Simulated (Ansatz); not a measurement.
# GeBr2 (GeBr₂): an energy map over bond length Ge1–Br2 and angle Br2–Ge1–Br3

How does the energy of GeBr2 (Br2Ge) change over two coordinates at once? A grid of runs gives the map.

Program: Ansatz 0.2.0. Level of theory: RKS PBE0-D4/def2-TZVP. These are calculated values, not measurements.

### Step 1. Where the work starts

3 atoms, charge 0, spin multiplicity 1.

Atoms are counted from 1 here; the program's logs count them from 0.

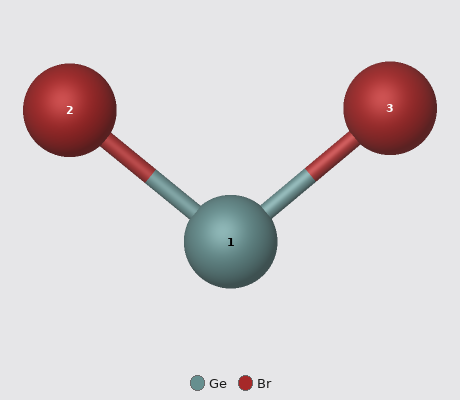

Start geometry, drawn with germanium teal, bromine red; atoms are numbered from 1 in the order of the file.

Geometry (Å):

```xyz
3
charge 0, multiplicity 1
Ge    0.0055   -0.0071   -1.0038
Br    1.8177   -0.0192    0.5122
Br   -1.8231    0.0263    0.4916
```

### Step 2. Geometry optimisation

Contents of input.yaml:

```yaml
crystal:
  periodic: [false, false, false]
  atoms:
    - { symbol: Ge, position_ang: [0.00546, -0.00706, -1.00379] }
    - { symbol: Br, position_ang: [1.81766, -0.01923, 0.51217] }
    - { symbol: Br, position_ang: [-1.82311, 0.02629, 0.49163] }
basis:
  gaussian: { orbitals: def2-TZVP }
hamiltonian:
  xc: pbe0
  dispersion: d4
output:
  forces: true
relax:
  f_tol: 0.003
  max_steps: 120
```

Started as:

```sh
$ ansatz run input.yaml --threads 1 --pin off --max-ram 2560MiB --backend cpu --events-out ev --progress --plain --runs-dir out
```

Standard output (excerpt; [...] marks lines left out):

```text
Warning: RAYON_NUM_THREADS=1 ignored (pool sized by the plan → 1); use --threads N
[...]
Functional definition: PBE0
[...]
1019 factors; integrals over basis functions are off by at most 3.1e-4 eV
[...]
mean field -196590.01639645 eV, -7224.5498490703 hartree, gradient 6.8e-5 eV, S^2 0.000000; 0 other end points of the search recorded, 0 dependent functions left out
[...]
reference -196590.01641952 eV, -7224.5498499181 hartree; 51, 51 occupied and 93, 93 virtual orbitals, 1019 factors
relax step   1: F+E_penalty+E_count = -196590.11328168 eV  Δ(F+E_penalty+E_count) = +0.000e0 eV  max|allowed force component| = 3.371e-1 eV/Å  Δτ_max = 0.0000 Å  (28 SCF iters, accepted)
[...]
relax step   3: F+E_penalty+E_count = -196590.11899565 eV  Δ(F+E_penalty+E_count) = -1.604e-4 eV  max|allowed force component| = 3.293e-3 eV/Å  Δτ_max = 0.0043 Å  (27 SCF iters, accepted)
[...]
relax step   4: F+E_penalty+E_count = -196590.11899802 eV  Δ(F+E_penalty+E_count) = -2.374e-6 eV  max|allowed force component| = 8.104e-4 eV/Å  Δτ_max = 0.0009 Å  (22 SCF iters, accepted)
1019 factors; integrals over basis functions are off by at most 3.0e-4 eV
mean field -196590.02172629 eV, -7224.5500449384 hartree, gradient 5.2e-5 eV, S^2 0.000000; 1 other end points of the search recorded, 0 dependent functions left out
[...]
reference -196590.02174929 eV, -7224.5500457835 hartree; 51, 51 occupied and 93, 93 virtual orbitals, 1019 factors
Total energy: -196590.11902102 eV, -7224.5536204539 hartree
Atom 0 at     0.005498    -0.006989    -0.993506 Å, force     0.000018     0.000005     0.000810 eV/Å
Atom 1 at     1.802708    -0.019079     0.506904 Å, force     0.000012    -0.000003    -0.000414 eV/Å
Atom 2 at    -1.808196     0.026068     0.486612 Å, force    -0.000030    -0.000002    -0.000396 eV/Å
Dipole moment:     0.002080    -0.002649    -0.376602 e Å
```

Run time: 45 s. Hardware: 1 thread of Arm Neoverse V1, shared host; peak memory 0.35 GiB.

Step by step:

```csv
step,energy from step 1 (eV),largest force component (eV/Å)
1,0.0000,0.3371
2,-0.0056,0.0529
3,-0.0057,0.0033
4,-0.0057,0.0008
```

Distances of close pairs at the start and the end, largest changes first:

```csv
bond,before (Å),after (Å),change (Å)
Ge1–Br2,2.363,2.341,-0.021
Ge1–Br3,2.362,2.341,-0.021
```

### Step 3. The grid

First coordinate, bond length Ge1–Br2: 9 values from 1.967 to 3.044 Å. Second coordinate, angle Br2–Ge1–Br3: 9 values from 75.9 to 125.9 °.

Nothing else is relaxed (all other coordinates rigid). Energies count from the relaxed molecule at the same level.

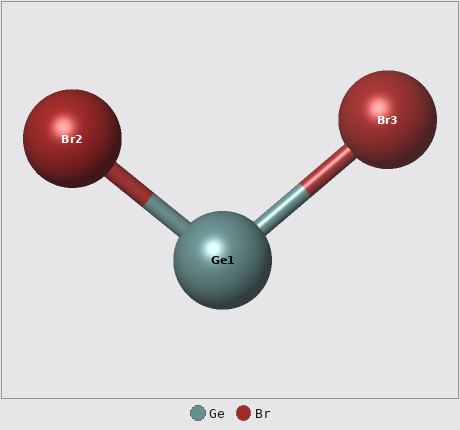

The geometry at bond length Ge1–Br2 = 2.101 Å, angle Br2–Ge1–Br3 = 100.9°.

Below, 3 of the grid's runs; all are launched alike.

### Step 4. Grid point bond length Ge1–Br2 = 2.370 Å, angle Br2–Ge1–Br3 = 100.9°

Contents of input.yaml:

```yaml
crystal:
  periodic: [false, false, false]
  atoms:
    - { symbol: Ge, position_ang: [0.005498, -0.006989, -0.993506] }
    - { symbol: Br, position_ang: [1.824031, -0.019212, 0.52626] }
    - { symbol: Br, position_ang: [-1.808196, 0.026068, 0.486612] }
basis:
  gaussian: { orbitals: def2-TZVP }
hamiltonian:
  xc: pbe0
  dispersion: d4
output:
  forces: true
```

Started as:

```sh
$ ansatz run input.yaml --threads 1 --pin off --max-ram 2560MiB --backend cpu --events-out ev --progress --plain --runs-dir out
```

Standard output (excerpt; [...] marks lines left out):

```text
Warning: RAYON_NUM_THREADS=1 ignored (pool sized by the plan → 1); use --threads N
[...]
[... 1 set-up line as earlier in the session ...]
[...]
981 factors; integrals over basis functions are off by at most 4.9e-4 eV
[...]
mean field -196590.01737997 eV, -7224.5498852142 hartree, gradient 8.5e-5 eV, S^2 0.000000; 0 other end points of the search recorded, 0 dependent functions left out
[...]
reference -196590.01740302 eV, -7224.5498860611 hartree; 51, 51 occupied and 93, 93 virtual orbitals, 981 factors
Total energy: -196590.11439940 eV, -7224.5534506125 hartree
Atom 0 at     0.005498    -0.006989    -0.993506 Å, force     0.212060    -0.001106     0.223050 eV/Å
Atom 1 at     1.824031    -0.019212     0.526260 Å, force    -0.242267     0.001643    -0.200434 eV/Å
Atom 2 at    -1.808196     0.026068     0.486612 Å, force     0.030207    -0.000536    -0.022615 eV/Å
Dipole moment:    -0.030989    -0.002368    -0.395719 e Å
```

Wall time 9.5 s (1 thread of Arm Neoverse V1, shared host); peak memory 0.33 GiB.

That is 0.0046 eV from the zero.

### Step 5. The run at bond length Ge1–Br2 = 2.101 Å, angle Br2–Ge1–Br3 = 100.9°

Contents of input.yaml:

```yaml
crystal:
  periodic: [false, false, false]
  atoms:
    - { symbol: Ge, position_ang: [0.005498, -0.006989, -0.993506] }
    - { symbol: Br, position_ang: [1.617623, -0.017824, 0.353764] }
    - { symbol: Br, position_ang: [-1.808196, 0.026068, 0.486612] }
basis:
  gaussian: { orbitals: def2-TZVP }
hamiltonian:
  xc: pbe0
  dispersion: d4
output:
  forces: true
```

Started as:

```sh
$ ansatz run input.yaml --threads 1 --pin off --max-ram 2560MiB --backend cpu --events-out ev --progress --plain --runs-dir out
```

Standard output (excerpt; [...] marks lines left out):

```text
Warning: RAYON_NUM_THREADS=1 ignored (pool sized by the plan → 1); use --threads N
[...]
[... 1 set-up line as earlier in the session ...]
[...]
982 factors; integrals over basis functions are off by at most 5.6e-4 eV
[...]
mean field -196589.54594201 eV, -7224.5325601887 hartree, gradient 4.3e-5 eV, S^2 0.000000; 0 other end points of the search recorded, 0 dependent functions left out
[...]
reference -196589.54596443 eV, -7224.5325610127 hartree; 51, 51 occupied and 93, 93 virtual orbitals, 982 factors
Total energy: -196589.64533395 eV, -7224.5362127751 hartree
Atom 0 at     0.005498    -0.006989    -0.993506 Å, force    -3.317909     0.019727    -3.142078 eV/Å
Atom 1 at     1.617623    -0.017824     0.353764 Å, force     3.618038    -0.024783     2.956670 eV/Å
Atom 2 at    -1.808196     0.026068     0.486612 Å, force    -0.300130     0.005056     0.185408 eV/Å
Dipole moment:     0.278643    -0.005042    -0.222176 e Å
```

Run time: 8.3 s. Hardware: 1 thread of Arm Neoverse V1, shared host; peak memory 0.33 GiB.

That is 0.47 eV from the zero.

### Step 6. Point bond length Ge1–Br2 = 2.774 Å, angle Br2–Ge1–Br3 = 75.9°

Contents of input.yaml:

```yaml
crystal:
  periodic: [false, false, false]
  atoms:
    - { symbol: Ge, position_ang: [0.005498, -0.006989, -0.993506] }
    - { symbol: Br, position_ang: [1.182952, -0.004262, 1.518201] }
    - { symbol: Br, position_ang: [-1.808196, 0.026068, 0.486612] }
basis:
  gaussian: { orbitals: def2-TZVP }
hamiltonian:
  xc: pbe0
  dispersion: d4
output:
  forces: true
```

Started as:

```sh
$ ansatz run input.yaml --threads 1 --pin off --max-ram 2560MiB --backend cpu --events-out ev --progress --plain --runs-dir out
```

Standard output (excerpt; [...] marks lines left out):

```text
Warning: RAYON_NUM_THREADS=1 ignored (pool sized by the plan → 1); use --threads N
[...]
[... 1 set-up line as earlier in the session ...]
[...]
976 factors; integrals over basis functions are off by at most 1.1e-3 eV
[...]
mean field -196588.90527297 eV, -7224.5090160358 hartree, gradient 1.3e-5 eV, S^2 0.000000; 0 other end points of the search recorded, 0 dependent functions left out
[...]
reference -196588.90529558 eV, -7224.5090168665 hartree; 51, 51 occupied and 93, 93 virtual orbitals, 976 factors
Total energy: -196589.00637819 eV, -7224.5127315841 hartree
Atom 0 at     0.005498    -0.006989    -0.993506 Å, force     0.377093     0.016049     2.983212 eV/Å
Atom 1 at     1.182952    -0.004262     1.518201 Å, force     0.341376    -0.017361    -1.877746 eV/Å
Atom 2 at    -1.808196     0.026068     0.486612 Å, force    -0.718469     0.001311    -1.105466 eV/Å
Dipole moment:    -0.196407    -0.003864    -0.908446 e Å
```

Run time: 9.6 s. Hardware: 1 thread of Arm Neoverse V1, shared host; peak memory 0.33 GiB.

On the map this point reads 1.11 eV.

### Step 7. The map

81 points were computed. Energies in eV, from the relaxed molecule at the same level:

```
angle Br2–Ge1–Br3 (°) ↓, bond length Ge1–Br2 (Å) →  1.967  2.101  2.236  2.370  2.505  2.640  2.774  2.909  3.044
                                             125.9   1.85   0.89   0.46   0.36   0.44   0.63   0.88   1.15   1.43
                                             119.7   1.67   0.72   0.31   0.22   0.32   0.52   0.78   1.07   1.36
                                             113.4   1.53   0.58   0.18   0.11   0.22   0.44   0.71   1.00   1.30
                                             107.2   1.44   0.50   0.10   0.03   0.15   0.38   0.65   0.95   1.26
                                             100.9   1.42   0.47   0.07   0.00   0.13   0.35   0.63   0.94   1.24
                                              94.7   1.50   0.53   0.12   0.04   0.15   0.37   0.65   0.95   1.25
                                              88.4   1.70   0.70   0.25   0.15   0.25   0.45   0.72   1.01   1.30
                                              82.2   2.08   1.02   0.53   0.39   0.44   0.62   0.86   1.12   1.40
                                              75.9   2.77   1.62   1.05   0.82   0.81   0.93   1.11   1.34   1.58
```

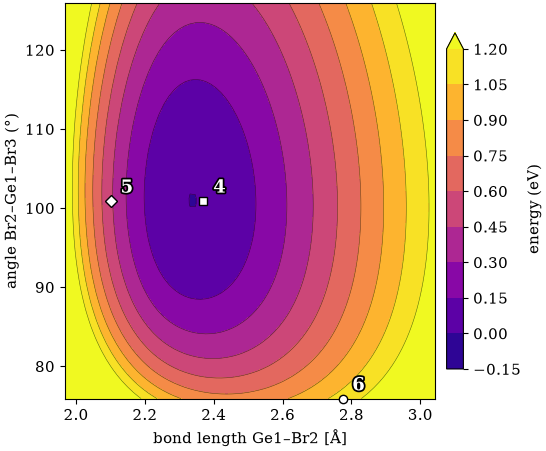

The map; numbers mark the steps of this session that print a point's run. The picture shows filled contours, one colour for all values above the top of the scale.

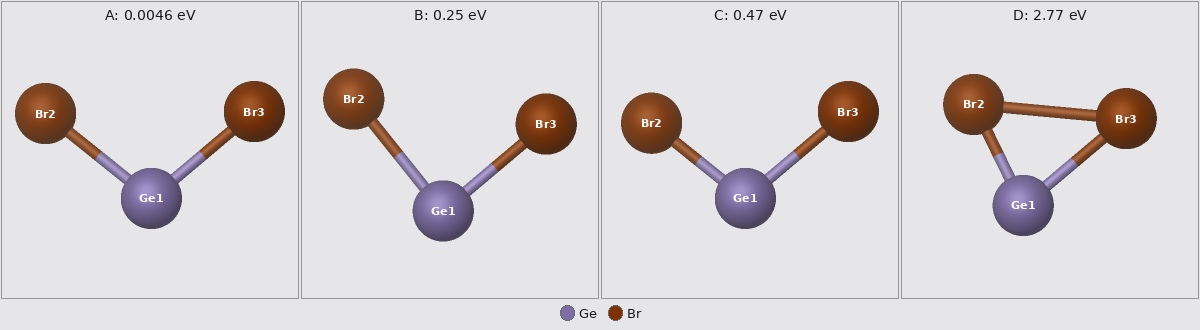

Structures on the grid, at one scale: A at bond length Ge1–Br2 = 2.370 Å, angle Br2–Ge1–Br3 = 100.9°; B at bond length Ge1–Br2 = 2.505 Å, angle Br2–Ge1–Br3 = 88.4°; C at bond length Ge1–Br2 = 2.101 Å, angle Br2–Ge1–Br3 = 100.9°; D at bond length Ge1–Br2 = 1.967 Å, angle Br2–Ge1–Br3 = 75.9°.

The largest force on an atom (eV/Å) at each point:

```csv
"angle Br2–Ge1–Br3 (°) ↓, bond length Ge1–Br2 (Å) →",1.967,2.101,2.236,2.370,2.505,2.640,2.774,2.909,3.044
125.9,10.4,5.4,2.5,1.2,1.2,1.7,2.0,2.1,2.1
119.7,10.3,5.2,2.3,0.9,1.3,1.8,2.1,2.2,2.1
113.4,10.1,5.0,2.0,0.5,1.3,1.9,2.1,2.2,2.2
107.2,10.0,4.8,1.7,0.4,1.4,1.9,2.2,2.3,2.2
100.9,9.9,4.7,1.5,0.3,1.4,1.9,2.2,2.3,2.3
94.7,10.1,4.8,1.6,0.6,1.6,2.1,2.4,2.4,2.4
88.4,10.4,5.1,2.0,0.9,1.8,2.4,2.6,2.7,2.6
82.2,11.1,5.7,2.6,1.3,2.1,2.6,2.8,2.9,2.8
75.9,12.2,6.9,3.9,2.4,2.3,2.8,3.0,3.1,3.0
```

### Step 8. What came out

| quantity | value |
| --- | --- |
| lowest point | bond length Ge1–Br2 = 2.370 Å, angle Br2–Ge1–Br3 = 100.9°, 0.0046 eV |
| highest computed point | bond length Ge1–Br2 = 1.967 Å, angle Br2–Ge1–Br3 = 75.9°, 2.76 eV above the lowest |
| largest force on an atom (eV/Å) | 0.3 at bond length Ge1–Br2 = 2.370 Å, angle Br2–Ge1–Br3 = 100.9° to 12.2 at bond length Ge1–Br2 = 1.967 Å, angle Br2–Ge1–Br3 = 75.9°; 0.3 at the lowest point |
| time for the whole task | 13 min on 1 thread, shared host |

**Reading.** The lowest computed point is at bond length Ge1–Br2 = 2.370 Å, angle Br2–Ge1–Br3 = 100.9°, 0.0046 eV from the relaxed molecule at the same level. The grid is coarse, so the lowest point of the scanned range may lie between grid points; coordinates that were held can hide deeper minima. The grid shows no other well, apart from its symmetry copies. The highest computed point, bond length Ge1–Br2 = 1.967 Å, angle Br2–Ge1–Br3 = 75.9°, lies 2.76 eV above the lowest. Round the minimum the two coordinates are nearly uncoupled.
